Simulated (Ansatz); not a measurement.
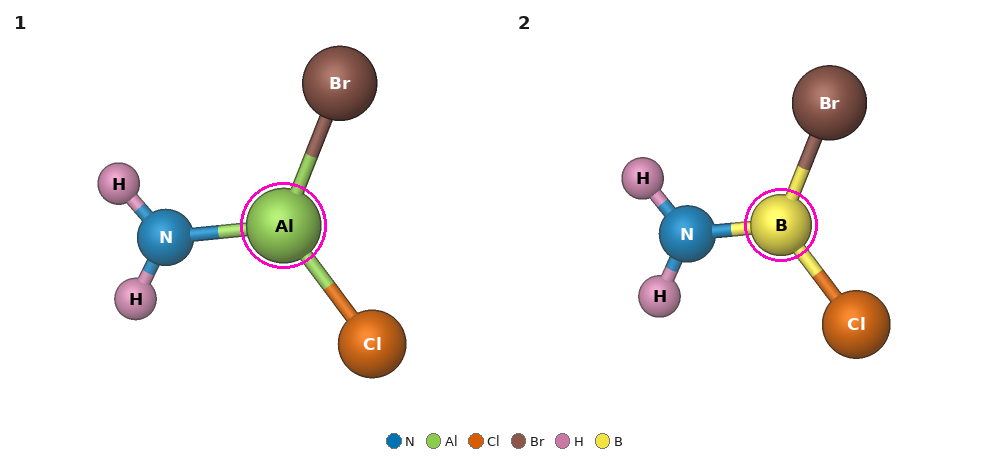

2 molecules with one skeleton, seen from the same side and at one scale; the atom that differs is circled. Each species is neutral and a spin singlet. Computed geometries: PBE0-D4/def2-TZVP optimisations, one conformation each. Properties computed with Ansatz 0.2.0.

One atom differs, called X below: Al in panel 1, B in panel 2. Their formulas are AlBrClH2N (`[NH2][Al]([Cl])[Br]`), BBrClH2N (`NB(Cl)Br`).

### In which is the HOMO energy (Kohn–Sham orbital) higher (PBE0-D4/def2-TZVPP)?

In panel 1 (X = Al).

### In which is the length of X–Br larger (PBE0-D4/def2-TZVP)?

In panel 1 (X = Al).

Give the values. With PBE0-D4/def2-TZVP: length of X–Br (Å), length of X–Cl (Å), length of X–N (Å), angle N–X–Cl (°). With PBE0-D4/def2-TZVPP: HOMO energy (Kohn–Sham orbital) (eV), HOMO–LUMO gap (eV). With B3LYP-D4/def2-TZVPP: dipole moment (D).

```csv
quantity,1 (Al),2 (B),2 − 1
length of X–Br (Å),2.240,1.926,−0.314
length of X–Cl (Å),2.083,1.757,−0.326
length of X–N (Å),1.747,1.382,−0.365
angle N–X–Cl (°),119.9,120.6,+0.7
HOMO energy (Kohn–Sham orbital) (eV),−8.01,−8.30,−0.29
HOMO–LUMO gap (eV),7.31,8.29,+0.98
dipole moment (D),2.28,2.80,+0.52
```
